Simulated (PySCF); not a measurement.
Geometry relaxation of C$_{2}$H$_{4}$Ge

- system: C$_{2}$H$_{4}$Ge
- method: MP2/6-31G, RHF (PySCF 2.14.0)

The geometry comes from this level: PBE0-D4/def2-TZVP.

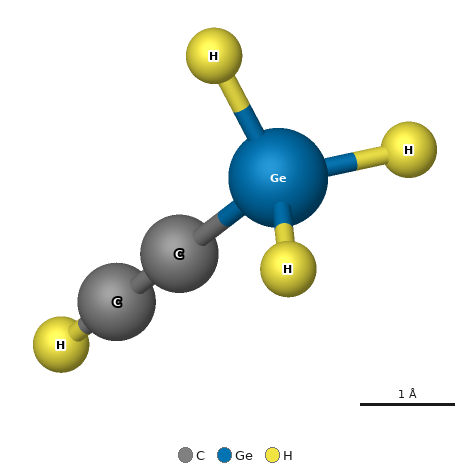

Fig. 1: The starting structure (ball-and-stick view, seen at a tilt). Sticks mark near contacts. Bond lengths as drawn: C–C 1.20 Å, C–Ge 1.90 Å, C–H 1.07 Å and Ge–H 1.53 Å.

## Summary

- outcome: converged
- total energy: −2153.370147 hartree
- SCF energy: −2152.974359 hartree
- correlation energy: −0.395788 hartree
- basis functions: 53
- HOMO of the SCF reference: −10.54 eV
- LUMO of the SCF reference: 3.83 eV
- hardware: 1 thread of Arm Neoverse V2, 24 GiB of memory available, shared host
- wall time: 28 s
- peak memory: 0.28 GiB

## Input (run.py)
```python
from pyscf import gto, scf, mp
from pyscf.geomopt.geometric_solver import kernel as optimise

mol = gto.Mole()
mol.atom = '''
C     -0.810400    -1.833500     0.129100
C     -0.318200    -0.736700     0.047700
Ge     0.458400     0.991600    -0.081000
H     -1.245800    -2.803700     0.201200
H      0.128400     1.576300    -1.459100
H     -0.127400     1.876400     1.025300
H      1.976100     0.861500     0.091000
'''
mol.verbose = 3
mol.basis = '6-31g'
mol.charge = 0
mol.max_memory = 1860
mol.build()

mf = scf.RHF(mol)
mf.conv_tol = 1e-10
mf.kernel()
if not mf.converged:
    mf = mf.newton().run(mf.mo_coeff, mf.mo_occ)
pt = mp.MP2(mf, frozen=11).run()
converged, mol_eq = optimise(pt, maxsteps=60, convergence_set='GAU_TIGHT')
print('converged:', converged)
print(mol_eq.tostring())

mf.reset(mol_eq)
mol = mol_eq
mf.kernel()
if not mf.converged:
    mf = mf.newton().run(mf.mo_coeff, mf.mo_occ)
pt = mp.MP2(mf, frozen=11).run()
energy = pt.e_tot
print('Final energy', energy)
```

Launch command:
```bash
OMP_NUM_THREADS=1 python run.py
```

## Output
```
converged SCF energy = -2152.97755407361
E(RMP2) = -2153.36759502321  E_corr = -0.390040949594003
E(SCS-RMP2) = -2153.35245335002  E_corr = -0.374899276408016

#|     Arguments passed to driver run_optimizer():      |#
convergence_set           GAU_TIGHT
customengine              <pyscf.geomopt.geometric_solver.PySCFEngine object>
maxiter                   60
----------------------------------------------------------
Custom engine selected.
Bonds will be generated from interatomic distances less than 1.20 times sum of covalent radii
21 internal coordinates being used (instead of 21 Cartesians)
Internal coordinate system (atoms numbered from 1):
Distance 1-2
Distance 1-4
Distance 2-3
Distance 3-5
Distance 3-6
Distance 3-7
Angle 2-3-5
Angle 2-3-6
Angle 2-3-7
Angle 5-3-6
Angle 5-3-7
Angle 6-3-7
LinearAngleX 2-1-4
LinearAngleY 2-1-4
LinearAngleX 1-2-3
LinearAngleY 1-2-3
Translation-X 1-7
Translation-Y 1-7
Translation-Z 1-7
Rotation-A 1-7
Rotation-B 1-7
Rotation-C 1-7
<class 'geometric.internal.Distance'> : 6
<class 'geometric.internal.Angle'> : 6
<class 'geometric.internal.LinearAngle'> : 4
<class 'geometric.internal.TranslationX'> : 1
<class 'geometric.internal.TranslationY'> : 1
<class 'geometric.internal.TranslationZ'> : 1
<class 'geometric.internal.RotationA'> : 1
<class 'geometric.internal.RotationB'> : 1
<class 'geometric.internal.RotationC'> : 1
> ===== Optimization Info: ====
> Job type: Energy minimization
> Maximum number of optimization cycles: 60
> Initial / maximum trust radius (Angstrom): 0.100 / 0.300
> Convergence Criteria:
> Will converge when all 5 criteria are reached:
>  |Delta-E| < 1.00e-06
>  RMS-Grad  < 1.00e-05
>  Max-Grad  < 1.50e-05
>  RMS-Disp  < 4.00e-05
>  Max-Disp  < 6.00e-05
> === End Optimization Info ===

Geometry optimization cycle 1
Cartesian coordinates (Angstrom)
 Atom        New coordinates             dX        dY        dZ
   C  -0.810400  -1.833500   0.129100    0.000000  0.000000  0.000000
   C  -0.318200  -0.736700   0.047700    0.000000  0.000000  0.000000
  Ge   0.458400   0.991600  -0.081000    0.000000  0.000000  0.000000
   H  -1.245800  -2.803700   0.201200    0.000000  0.000000  0.000000
   H   0.128400   1.576300  -1.459100    0.000000  0.000000  0.000000
   H  -0.127400   1.876400   1.025300    0.000000  0.000000  0.000000
   H   1.976100   0.861500   0.091000    0.000000  0.000000  0.000000

WARN: Mole.unit (angstrom) is changed to Bohr

converged SCF energy = -2152.97755407361
E(RMP2_Scanner) = -2153.36759502392  E_corr = -0.390040950311087
E(SCS-RMP2_Scanner) = -2153.35245335064  E_corr = -0.374899277032442
--------------- RMP2_Scanner gradients ---------------
         x                y                z
0 C     0.0268458671     0.0598406660    -0.0044404183
1 C    -0.0241066060    -0.0537247047     0.0039838916
2 Ge    -0.0025425736    -0.0056694941     0.0004233977
3 H     0.0014233036     0.0031556455    -0.0002352360
4 H     0.0001467066    -0.0013812206     0.0018307550
5 H     0.0004795979    -0.0017673506    -0.0013862037
6 H    -0.0022462955    -0.0004535415    -0.0001761863
----------------------------------------------
cycle 1: E = -2153.36759502  dE = -2153.37  norm(grad) = 0.0887205
Step    0 : Gradient = 3.353e-02/6.574e-02 (rms/max) Energy = -2153.3675950239
Hessian Eigenvalues: 5.00000e-02 5.00000e-02 5.00000e-02 ... 2.50000e-01 3.77582e-01 1.02384e+00

Geometry optimization cycle 2
Cartesian coordinates (Angstrom)
 Atom        New coordinates             dX        dY        dZ
   C  -0.828899  -1.874779   0.132172   -0.018499 -0.041279  0.003072
   C  -0.322068  -0.745429   0.048343   -0.003868 -0.008729  0.000643
  Ge   0.465709   1.007870  -0.082222    0.007309  0.016270 -0.001222
   H  -1.266382  -2.849361   0.204618   -0.020582 -0.045661  0.003418
   H   0.138779   1.603182  -1.464898    0.010379  0.026882 -0.005798
   H  -0.117782   1.904068   1.026576    0.009618  0.027668  0.001276
   H   1.991743   0.886350   0.089611    0.015643  0.024850 -0.001389
converged SCF energy = -2152.9742894035
E(RMP2_Scanner) = -2153.3701430278  E_corr = -0.395853624304691
E(SCS-RMP2_Scanner) = -2153.35490657542  E_corr = -0.380617171919639
--------------- RMP2_Scanner gradients ---------------
         x                y                z
0 C    -0.0003321455    -0.0007308442     0.0000544741
1 C    -0.0000811239    -0.0001759413     0.0000136312
2 Ge    -0.0000341922    -0.0000794197     0.0000060351
3 H     0.0001198892     0.0002578649    -0.0000197927
4 H     0.0000269048     0.0002638754    -0.0002259382
5 H    -0.0000115937     0.0003108341     0.0001576439
6 H     0.0003122614     0.0001536307     0.0000139465
----------------------------------------------
cycle 2: E = -2153.37014303  dE = -0.002548  norm(grad) = 0.00106688
Step    1 : Displace = 3.290e-02/5.020e-02 (rms/max) Trust = 1.000e-01 (=) Grad = 4.032e-04/8.046e-04 (rms/max) E (change) = -2153.3701430278 (-2.548e-03) Quality = 0.950
Hessian Eigenvalues: 5.00000e-02 5.00000e-02 5.00000e-02 ... 2.50000e-01 3.77171e-01 1.02229e+00

Geometry optimization cycle 3
Cartesian coordinates (Angstrom)
 Atom        New coordinates             dX        dY        dZ
   C  -0.827887  -1.872569   0.132006    0.001012  0.002210 -0.000166
   C  -0.321131  -0.743433   0.048185    0.000937  0.001996 -0.000158
  Ge   0.465858   1.008183  -0.082249    0.000149  0.000313 -0.000028
   H  -1.265592  -2.847485   0.204493    0.000790  0.001876 -0.000126
   H   0.137866   1.601040  -1.464619   -0.000913 -0.002141  0.000279
   H  -0.118691   1.901869   1.026637   -0.000909 -0.002199  0.000061
   H   1.990678   0.884295   0.089747   -0.001065 -0.002055  0.000137
converged SCF energy = -2152.97434992617
E(RMP2_Scanner) = -2153.37014676176  E_corr = -0.395796835582222
E(SCS-RMP2_Scanner) = -2153.35490114612  E_corr = -0.380551219951214
--------------- RMP2_Scanner gradients ---------------
         x                y                z
0 C    -0.0000410754    -0.0000868103     0.0000063316
1 C     0.0000795641     0.0001810711    -0.0000127163
2 Ge    -0.0000599375    -0.0001358308     0.0000097207
3 H    -0.0000080988    -0.0000236446     0.0000013928
4 H     0.0000178776     0.0000195262     0.0000192275
5 H     0.0000222911     0.0000151915    -0.0000193709
6 H    -0.0000106212     0.0000304969    -0.0000045853
----------------------------------------------
cycle 3: E = -2153.37014676  dE = -3.73395e-06  norm(grad) = 0.000273026
Step    2 : Displace = 2.126e-03/2.436e-03 (rms/max) Trust = 1.414e-01 (+) Grad = 1.032e-04/1.982e-04 (rms/max) E (change) = -2153.3701467618 (-3.734e-06) Quality = 1.040
Hessian Eigenvalues: 5.00000e-02 5.00000e-02 5.00000e-02 ... 2.50005e-01 3.79818e-01 1.00702e+00

Geometry optimization cycle 4
Cartesian coordinates (Angstrom)
 Atom        New coordinates             dX        dY        dZ
   C  -0.827823  -1.872457   0.131997    0.000063  0.000113 -0.000010
   C  -0.321082  -0.743388   0.048175    0.000049  0.000045 -0.000011
  Ge   0.465962   1.008402  -0.082268    0.000104  0.000219 -0.000018
   H  -1.265558  -2.847327   0.204490    0.000034  0.000158 -0.000003
   H   0.137716   1.600879  -1.464774   -0.000150 -0.000161 -0.000155
   H  -0.118884   1.901727   1.026796   -0.000193 -0.000142  0.000159
   H   1.990770   0.884064   0.089784    0.000092 -0.000231  0.000037
converged SCF energy = -2152.97435931522
E(RMP2_Scanner) = -2153.37014676103  E_corr = -0.395787445804768
E(SCS-RMP2_Scanner) = -2153.35490228562  E_corr = -0.38054297039542
--------------- RMP2_Scanner gradients ---------------
         x                y                z
0 C     0.0000013488     0.0000045789    -0.0000007087
1 C     0.0000090882     0.0000240872    -0.0000009336
2 Ge    -0.0000174578    -0.0000409325     0.0000026398
3 H    -0.0000006979    -0.0000046759     0.0000001901
4 H     0.0000031108     0.0000054854     0.0000011831
5 H     0.0000036191     0.0000052816    -0.0000018168
6 H     0.0000009889     0.0000061753    -0.0000005539
----------------------------------------------
cycle 4: E = -2153.37014676  dE = 7.29869e-10  norm(grad) = 5.31171e-05
Step    3 : Displace = 2.153e-04/2.873e-04 (rms/max) Trust = 2.000e-01 (+) Grad = 2.008e-05/4.458e-05 (rms/max) E (change) = -2153.3701467610 (+7.299e-10) Quality = -0.012
Hessian Eigenvalues: 5.00000e-02 5.00000e-02 5.00000e-02 ... 2.50001e-01 3.78804e-01 1.03871e+00

Geometry optimization cycle 5
Cartesian coordinates (Angstrom)
 Atom        New coordinates             dX        dY        dZ
   C  -0.827811  -1.872451   0.131995    0.000012  0.000005 -0.000001
   C  -0.321058  -0.743391   0.048168    0.000024 -0.000003 -0.000007
  Ge   0.466002   1.008482  -0.082275    0.000040  0.000080 -0.000007
   H  -1.265576  -2.847301   0.204496   -0.000017  0.000026  0.000006
   H   0.137682   1.600845  -1.464806   -0.000034 -0.000034 -0.000032
   H  -0.118933   1.901686   1.026831   -0.000049 -0.000041  0.000035
   H   1.990793   0.884030   0.089791    0.000023 -0.000034  0.000007
converged SCF energy = -2152.97435929471
E(RMP2_Scanner) = -2153.37014673844  E_corr = -0.395787443729389
E(SCS-RMP2_Scanner) = -2153.35490248999  E_corr = -0.380543195275562
--------------- RMP2_Scanner gradients ---------------
         x                y                z
0 C     0.0000016929     0.0000029791    -0.0000007830
1 C    -0.0000030694    -0.0000030761     0.0000011028
2 Ge     0.0000005878    -0.0000003571    -0.0000003137
3 H     0.0000006996     0.0000003834    -0.0000000134
4 H     0.0000001054     0.0000000153     0.0000002888
5 H     0.0000002368     0.0000000150    -0.0000002759
6 H    -0.0000002529     0.0000000405    -0.0000000057
----------------------------------------------
cycle 5: E = -2153.37014674  dE = 2.25864e-08  norm(grad) = 5.82708e-06
Step    4 : Displace = 5.391e-05/9.035e-05 (rms/max) Trust = 1.077e-04 (-) Grad = 2.202e-06/4.483e-06 (rms/max) E (change) = -2153.3701467384 (+2.259e-08) Quality = -4.872
Not rejecting step - energy change meets convergence criteria
Hessian Eigenvalues: 4.99982e-02 5.00000e-02 5.00000e-02 ... 2.50660e-01 3.79597e-01 1.04009e+00

Geometry optimization cycle 6
Cartesian coordinates (Angstrom)
 Atom        New coordinates             dX        dY        dZ
   C  -0.827809  -1.872453   0.131995    0.000003 -0.000002 -0.000000
   C  -0.321047  -0.743395   0.048164    0.000011 -0.000004 -0.000004
  Ge   0.466005   1.008483  -0.082275    0.000002  0.000001 -0.000001
   H  -1.265586  -2.847297   0.204499   -0.000011  0.000004  0.000003
   H   0.137680   1.600845  -1.464807   -0.000003 -0.000000 -0.000001
   H  -0.118940   1.901679   1.026834   -0.000007 -0.000008  0.000003
   H   1.990797   0.884038   0.089791    0.000004  0.000008 -0.000000
converged SCF energy = -2152.97435893917
E(RMP2_Scanner) = -2153.3701467701  E_corr = -0.395787830930864
E(SCS-RMP2_Scanner) = -2153.35490251287  E_corr = -0.380543573702099
--------------- RMP2_Scanner gradients ---------------
         x                y                z
0 C     0.0000010886     0.0000007398    -0.0000006784
1 C    -0.0000017675    -0.0000002987     0.0000008645
2 Ge     0.0000005546    -0.0000001959    -0.0000002819
3 H     0.0000001020    -0.0000001730     0.0000000982
4 H    -0.0000000307    -0.0000000034    -0.0000000412
5 H     0.0000000075     0.0000000488     0.0000000118
6 H     0.0000000454    -0.0000001176     0.0000000269
----------------------------------------------
cycle 6: E = -2153.37014677  dE = -3.16595e-08  norm(grad) = 2.57881e-06
```

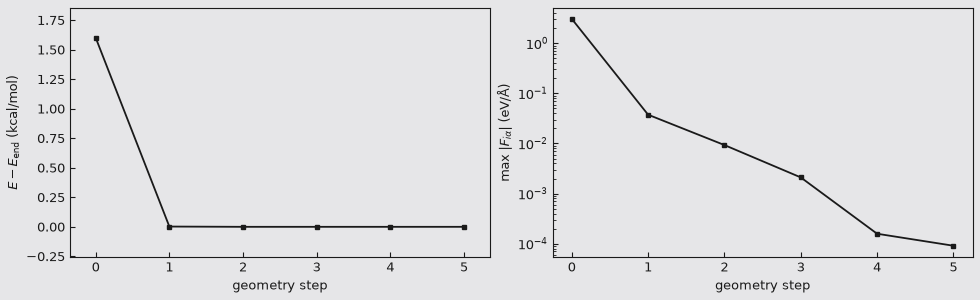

Fig. 2: Progress of the relaxation, step by step (steps are counted from 0).

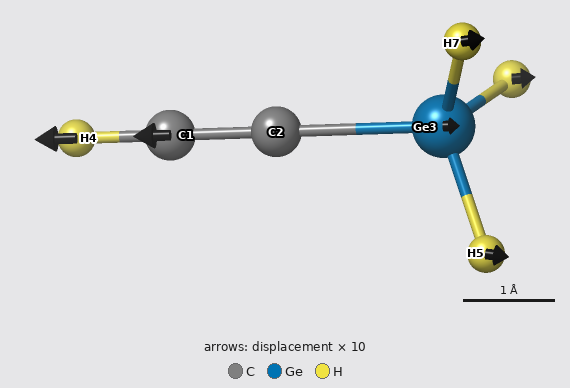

Fig. 3: The starting structure with the displacements as black arrows, magnified 10 times (ball-and-stick view, seen at a tilt). The two geometries are laid on each other by the best rigid fit. H4 moves most after the best rigid fit: 0.048 Å. By element the largest moves are H 0.048 Å, C 0.043 Å, Ge 0.019 Å. Among the contacts that change: C1–C2 1.205 → 1.240 Å, C2–Ge3 1.899 → 1.925 Å, Ge3–H5 1.533 → 1.540 Å, C1–H4 1.066 → 1.071 Å. After 5 geometry steps the energy has fallen by 1.60 kcal/mol. The largest force component goes from 3.1 to under 0.0001 eV/Å. (Atoms are counted from 1 in the order of the input.)

```
Step    5 : Displace = 8.580e-06/1.304e-05 (rms/max) Trust = 2.696e-05 (-) Grad = 9.747e-07/1.990e-06 (rms/max) E (change) = -2153.3701467701 (-3.166e-08) Quality = 892.713
Hessian Eigenvalues: 4.99982e-02 5.00000e-02 5.00000e-02 ... 2.50660e-01 3.79597e-01 1.04009e+00
Converged! =D

converged: True
C          -0.82780850       -1.87245311        0.13199533
C          -0.32104685       -0.74339463        0.04816369
Ge          0.46600465        1.00848345       -0.08227545
H          -1.26558629       -2.84729724        0.20449900
H           0.13767954        1.60084466       -1.46480726
H          -0.11893954        1.90167877        1.02683405
H           1.99079699        0.88403810        0.08979064
converged SCF energy = -2152.97435893916
E(RMP2) = -2153.3701467609  E_corr = -0.395787821739882
E(SCS-RMP2) = -2153.35490250421  E_corr = -0.3805435650446
Final energy -2153.3701467609035
```

## Trajectory as extended XYZ (Å, eV, eV/Å), 6 frames, from step=0 to step=5
```
7
Properties=species:S:1:pos:R:3:forces:R:3 step=0 energy=-58596.11736
C    -0.8104   -1.8335    0.1291   -1.3805  -3.0771   0.2283
C    -0.3182   -0.7367    0.0477    1.2396   2.7626  -0.2049
Ge    0.4584    0.9916   -0.0810    0.1307   0.2915  -0.0218
H    -1.2458   -2.8037    0.2012   -0.0732  -0.1623   0.0121
H     0.1284    1.5763   -1.4591   -0.0075   0.0710  -0.0941
H    -0.1274    1.8764    1.0253   -0.0247   0.0909   0.0713
H     1.9761    0.8615    0.0910    0.1155   0.0233   0.0091
7
Properties=species:S:1:pos:R:3:forces:R:3 step=1 energy=-58596.18669
C    -0.8289   -1.8748    0.1322    0.0171   0.0376  -0.0028
C    -0.3221   -0.7454    0.0483    0.0042   0.0090  -0.0007
Ge    0.4657    1.0079   -0.0822    0.0018   0.0041  -0.0003
H    -1.2664   -2.8494    0.2046   -0.0062  -0.0133   0.0010
H     0.1388    1.6032   -1.4649   -0.0014  -0.0136   0.0116
H    -0.1178    1.9041    1.0266    0.0006  -0.0160  -0.0081
H     1.9917    0.8863    0.0896   -0.0161  -0.0079  -0.0007
7
Properties=species:S:1:pos:R:3:forces:R:3 step=2 energy=-58596.18679
C    -0.8279   -1.8726    0.1320    0.0021   0.0045  -0.0003
C    -0.3211   -0.7434    0.0482   -0.0041  -0.0093   0.0007
Ge    0.4659    1.0082   -0.0822    0.0031   0.0070  -0.0005
H    -1.2656   -2.8475    0.2045    0.0004   0.0012  -0.0001
H     0.1379    1.6010   -1.4646   -0.0009  -0.0010  -0.0010
H    -0.1187    1.9019    1.0266   -0.0011  -0.0008   0.0010
H     1.9907    0.8843    0.0897    0.0005  -0.0016   0.0002
7
Properties=species:S:1:pos:R:3:forces:R:3 step=3 energy=-58596.18679
C    -0.8278   -1.8725    0.1320   -0.0001  -0.0002   0.0000
C    -0.3211   -0.7434    0.0482   -0.0005  -0.0012   0.0000
Ge    0.4660    1.0084   -0.0823    0.0009   0.0021  -0.0001
H    -1.2656   -2.8473    0.2045    0.0000   0.0002   0.0000
H     0.1377    1.6009   -1.4648   -0.0002  -0.0003  -0.0001
H    -0.1189    1.9017    1.0268   -0.0002  -0.0003   0.0001
H     1.9908    0.8841    0.0898   -0.0001  -0.0003   0.0000
7
Properties=species:S:1:pos:R:3:forces:R:3 step=4 energy=-58596.18679
C    -0.8278   -1.8725    0.1320   -0.0001  -0.0002   0.0000
C    -0.3211   -0.7434    0.0482    0.0002   0.0002  -0.0001
Ge    0.4660    1.0085   -0.0823    0.0000   0.0000   0.0000
H    -1.2656   -2.8473    0.2045    0.0000   0.0000   0.0000
H     0.1377    1.6008   -1.4648    0.0000   0.0000   0.0000
H    -0.1189    1.9017    1.0268    0.0000   0.0000   0.0000
H     1.9908    0.8840    0.0898    0.0000   0.0000   0.0000
7
Properties=species:S:1:pos:R:3:forces:R:3 step=5 energy=-58596.18679
C    -0.8278   -1.8725    0.1320   -0.0001   0.0000   0.0000
C    -0.3210   -0.7434    0.0482    0.0001   0.0000   0.0000
Ge    0.4660    1.0085   -0.0823    0.0000   0.0000   0.0000
H    -1.2656   -2.8473    0.2045    0.0000   0.0000   0.0000
H     0.1377    1.6008   -1.4648    0.0000   0.0000   0.0000
H    -0.1189    1.9017    1.0268    0.0000   0.0000   0.0000
H     1.9908    0.8840    0.0898    0.0000   0.0000   0.0000
```

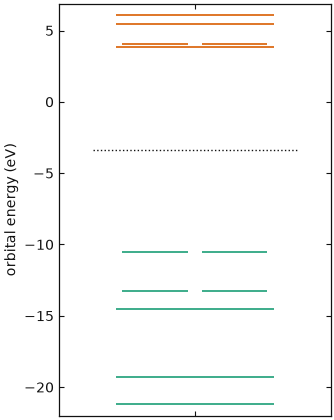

Fig. 4: Orbital energies near the frontier (SCF reference); the dotted line parts filled from empty levels, and levels within 0.02 eV of each other stand side by side. Highest filled −10.54 eV, lowest empty 3.83 eV, 14.37 eV apart.
